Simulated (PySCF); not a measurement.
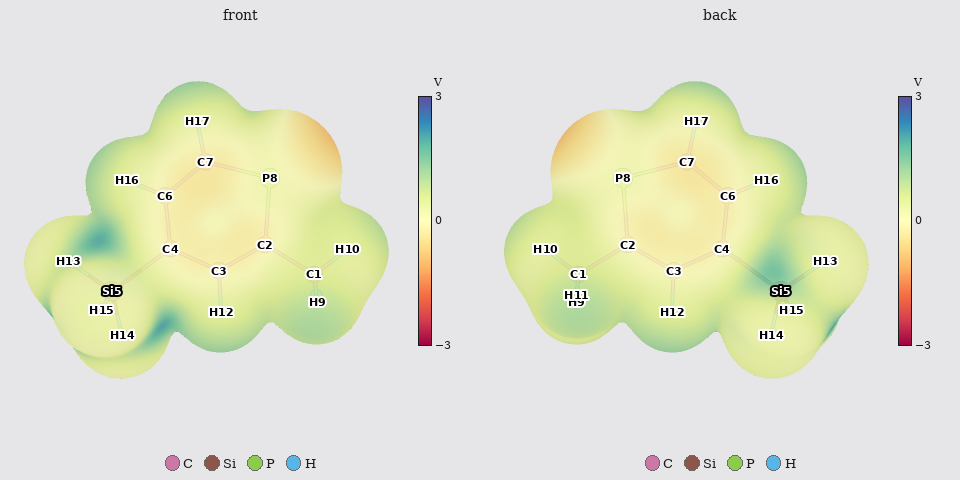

*C6H9PSi (SMILES Cc1cc([SiH3])ccp1). The electrostatic potential painted on the density surface at 0.004 e/bohr³, seen from the front and from behind; the colour scale runs from red (negative) to blue (positive).*

Geometry: GFN2-xTB.

The calculation used PySCF 2.14.0, B3LYP/def2-SVPD, SCF density, gas phase.

```xyz
17

C     2.8414    0.0052    0.2228
C     1.4110    0.4615    0.1440
C     0.4160   -0.4828   -0.0199
C    -0.9493   -0.2242   -0.1106
Si   -2.1590   -1.6603   -0.2969
C    -1.4223    1.0843   -0.0334
C    -0.6212    2.1911    0.1291
P     1.1066    2.1766    0.2660
H     2.9747   -0.6893    1.0523
H     3.5101    0.8514    0.3679
H     3.1284   -0.5119   -0.6929
H     0.7309   -1.5195   -0.0840
H    -3.3832   -1.1723   -0.9338
H    -1.5409   -2.7024   -1.1198
H    -2.4662   -2.2019    1.0308
H    -2.4920    1.2402   -0.1090
H    -1.0920    3.1664    0.1774
```

Where is the surface potential most negative and most positive?

Answer. The most negative region (about −0.8 V) lies over P8, the most positive (about +2.0 V) over Si5.

What dipole moment does the calculation give?

Answer. Its dipole moment is 0.91 D.
